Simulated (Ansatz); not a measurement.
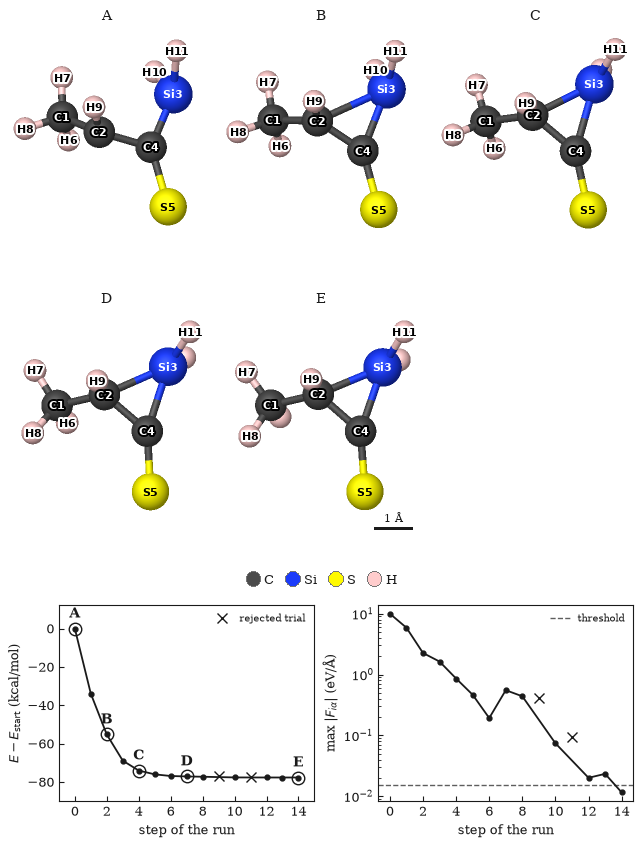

Frames of a relaxation of C3H6SSi, marked on the history of the run. The picture is a ball-and-stick view, seen at a tilt.

The run prepares an end point of a later path (inversion) calculation, from a guessed geometry.

The calculation used RKS BHLYP-D4/def2-SVP (Ansatz).

Input file:
```yaml
crystal:
  periodic: [false, false, false]
  atoms:
    - { symbol: C, position_ang: [-1.0253, 0.1831, 0.8835] }
    - { symbol: C, position_ang: [-0.5748, -0.566, -0.3143] }
    - { symbol: Si, position_ang: [1.6361, 0.1776, -0.5111] }
    - { symbol: C, position_ang: [0.2786, 0.0096, -1.3411] }
    - { symbol: S, position_ang: [-0.3479, 0.2845, -2.8491] }
    - { symbol: H, position_ang: [-1.2037, 1.3027, 0.6233] }
    - { symbol: H, position_ang: [-0.3816, 0.1389, 1.7399] }
    - { symbol: H, position_ang: [-2.0135, -0.1472, 1.1615] }
    - { symbol: H, position_ang: [-0.339, -1.569, 0.0148] }
    - { symbol: H, position_ang: [1.701, 1.1885, 0.616] }
    - { symbol: H, position_ang: [2.3355, -1.0596, -0.0029] }
basis:
  gaussian: { orbitals: def2-SVP }
hamiltonian:
  xc: { name: BHLYP }
  dispersion: d4
relax:
  f_tol: 0.015
  max_steps: 40
```

Launched with:
```bash
ansatz run input.yaml --threads 2 --pin off --max-ram 3072MiB --backend cpu --events-out ev --progress --plain --runs-dir out
```

Q: What happens along the run?

A: After 12 accepted moves (14 points after the start) the energy has fallen by 77.7 kcal/mol. Largest force component: 10 eV/Å at the start, 0.012 eV/Å at the end. The line search rejected the trial steps at points 9, 11 of the run. The atom that moves furthest after the best rigid fit is H7 (0.85 Å). By element the largest moves are H 0.85 Å, C 0.62 Å, S 0.52 Å, Si 0.30 Å. Near-neighbour distances that change, for instance: C2–Si3 2.341 → 1.892 Å, Si3–C4 1.600 → 1.848 Å, C1–H6 1.163 → 1.093 Å, C4–S5 1.656 → 1.602 Å. New bonds form: C2–Si3 (2.34 → 1.89 Å). Bond angles that change, for instance: C2–C4–Si3 100.0° → 68.2°, C2–C4–S5 119.1° → 135.2°, Si3–C4–S5 140.9° → 150.6°. Cost: 50 s on 2 threads of Arm Neoverse V1, with other jobs on the host, peak memory 0.24 GiB. From step 0 to 2: C2 moves most (0.34 Å), energy −55.2 kcal/mol. From step 2 to 4: H10 moves most (0.31 Å), energy −18.8 kcal/mol. From step 4 to 7: H atoms move most (0.46 Å), energy −3.08 kcal/mol. From step 7 to 14: H6 moves most (0.16 Å), energy −0.55 kcal/mol.
